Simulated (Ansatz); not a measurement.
**[SnH3]− (SMILES [H][Sn-]([H])[H]) at wB97M-V/STO-3G**

Aim: the energy change on altering one bond length of [SnH3]− at wB97M-V/STO-3G, from 2 runs. 

The calculation is run with Ansatz 0.2.0.

1 further run of the same task is left out (set aside as unsound or not needed).

**1. Starting point**

[SnH3]− has 4 atoms, charge -1, and is taken as a singlet. SMILES: `[H][Sn-]([H])[H]`. The shape comes from GFN2-xTB, which is rough for such elements, and wasn't checked as a minimum.

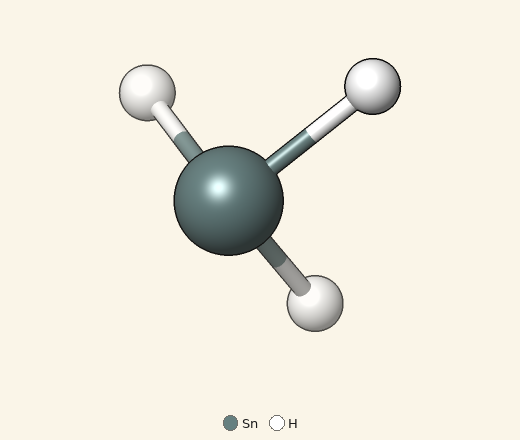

Viewed from a chosen angle; tin teal, hydrogen white.

**2. A single-point energy at wB97M-V/STO-3G**

The input, run.yaml:

```yaml
crystal:
  periodic: [false, false, false]
  atoms:
    - symbol: Sn
      position_ang: [-0.006380, 0.005730, 0.791670]
    - symbol: H
      position_ang: [1.637790, -0.033600, -0.251650]
    - symbol: H
      position_ang: [-0.786860, 1.432510, -0.280410]
    - symbol: H
      position_ang: [-0.844540, -1.404640, -0.259610]
basis:
  gaussian:
    orbitals: STO-3G
total_charge: -1
accuracy: high
hamiltonian:
  xc: {name: wB97M-V}
```

Started as:

```console
$ ansatz run run.yaml --threads 1 --pin off --max-ram 2610MiB --events-out events.jsonl --progress --plain --runs-dir runs
```

Standard output:

```text
Warning: RAYON_NUM_THREADS=1 ignored (pool sized by the plan → 1); use --threads N
Functional definition: wB97M-V
  name "wB97M-V"
  parameter omega = 0.3/bohr
  parameter cx = 0.15
  parameter cx01 = 1.007
  parameter cx10 = 0.259
  parameter css00 = 0.443
  parameter css04 = -1.437
  parameter css10 = -4.535
  parameter css20 = -3.390
  parameter css43 = 4.278
  parameter cos00 = 1.000
  parameter cos10 = 1.358
  parameter cos20 = 2.924
  parameter cos21 = -8.812
  parameter cos60 = -1.390
  parameter cos61 = 9.142
  parameter b = 6.0
  parameter c = 0.01
  gx(w, u) = 1 - cx + cx01*u + cx10*w
  gss(w, u) = css00 + css04*u^4 + css10*w + css20*w^2 + css43*w^4*u^3
  gos(w, u) = cos00 + cos10*w + (cos20 + cos21*u)*w^2 + (cos60 + cos61*u)*w^6
  exchange = spin_sum(e_x_unif_sr(omega)*gx(b97_w, b97_u_x)) + cx*exact_x_sr(omega) + exact_x_lr(omega)
  correlation = spin_sum(e_c_pw_mod_same_spin*gss(b97_w, b97_u_same))
      + integral(e_c_pw_mod_opposite_spin*gos(b97_w_opposite, b97_u_opposite)) + vv10(b, c)
519 factors; integrals over basis functions are off by at most 4.0e-9 eV
111 factors; integrals over basis functions are off by at most 7.8e-10 eV
mean field evaluation 1: about -162370.3705 eV, gradient 5.5e0 eV
mean field evaluation 2: about -162370.5690 eV, gradient 1.8e0 eV
mean field evaluation 4: about -162370.5878 eV, gradient 3.4e-1 eV
mean field evaluation 8: about -162370.5194 eV, gradient 1.7e-3 eV
mean field evaluation 16: about -162370.5194 eV, gradient 4.0e-8 eV
mean field -162370.51936383 eV, -5967.0065279300 hartree, gradient 4.0e-8 eV, S^2 0.000000; 0 other end points of the search recorded, 0 dependent functions left out
reference -162370.51936629 eV, -5967.0065280200 hartree; 27, 27 occupied and 3, 3 virtual orbitals, 519 factors
Total energy: -162370.51936629 eV, -5967.0065280200 hartree
```

Run time: 5.7 s. Hardware: 1 thread of AMD EPYC 9R45 (Zen 5), shared host; peak memory 0.27 GiB.

**3. The distorted shape, same level**

The input, job.yaml:

```yaml
crystal:
  periodic: [false, false, false]
  atoms:
    - {symbol: Sn, position_ang: [0.203166, 0.358332, 1.054497]}
    - {symbol: H, position_ang: [1.847336, 0.319002, 0.011177]}
    - {symbol: H, position_ang: [-0.577314, 1.785112, -0.017583]}
    - {symbol: H, position_ang: [-0.844540, -1.404640, -0.259610]}
basis:
  gaussian:
    orbitals: STO-3G
total_charge: -1
magnetization:
  spin_polarized: false
hamiltonian:
  xc: {name: wB97M-V}
accuracy: high
```

Started as:

```console
$ ansatz run job.yaml --threads 1 --pin off --max-ram 2610MiB --events-out events.jsonl --progress --plain --runs-dir runs
```

Standard output, cut to the lines that bear on the results:

```text
Warning: RAYON_NUM_THREADS=1 ignored (pool sized by the plan → 1); use --threads N
[... 2 set-up lines as earlier in the session ...]
[...]
  gx(w, u) = 1 - cx + cx01*u + cx10*w
  gss(w, u) = css00 + css04*u^4 + css10*w + css20*w^2 + css43*w^4*u^3
  gos(w, u) = cos00 + cos10*w + (cos20 + cos21*u)*w^2 + (cos60 + cos61*u)*w^6
[...]
      + integral(e_c_pw_mod_opposite_spin*gos(b97_w_opposite, b97_u_opposite)) + vv10(b, c)
518 factors; integrals over basis functions are off by at most 4.0e-9 eV
113 factors; integrals over basis functions are off by at most 8.7e-10 eV
[...]
mean field -162368.80825250 eV, -5966.9436457482 hartree, gradient 5.3e-8 eV, S^2 0.000000; 0 other end points of the search recorded, 0 dependent functions left out
reference -162368.80825504 eV, -5966.9436458418 hartree; 27, 27 occupied and 3, 3 virtual orbitals, 518 factors
Total energy: -162368.80825504 eV, -5966.9436458418 hartree
```

It took 5.4 s on 1 thread of AMD EPYC 9R45 (Zen 5), shared host; peak memory 0.27 GiB.

**4. Results**

At wB97M-V/STO-3G:

| quantity | value |
| --- | --- |
| first shape: total energy | -5967.00653 Eh |
| distorted shape: total energy | -5966.94365 Eh |
| energy change with the Sn1–H4 bond stretched from 1.949 to 2.436 Å | 1.711 eV |

With the Sn1–H4 bond stretched from 1.949 to 2.436 Å the energy rises by 1.71 eV (39 kcal/mol). The first shape isn't relaxed at this level, so the change isn't measured from a minimum. The minimal basis adds a large error of its own. Relativity is left out (first shape) although the molecule holds a heavy atom. Relativity is left out (distorted shape) although the molecule holds a heavy atom.
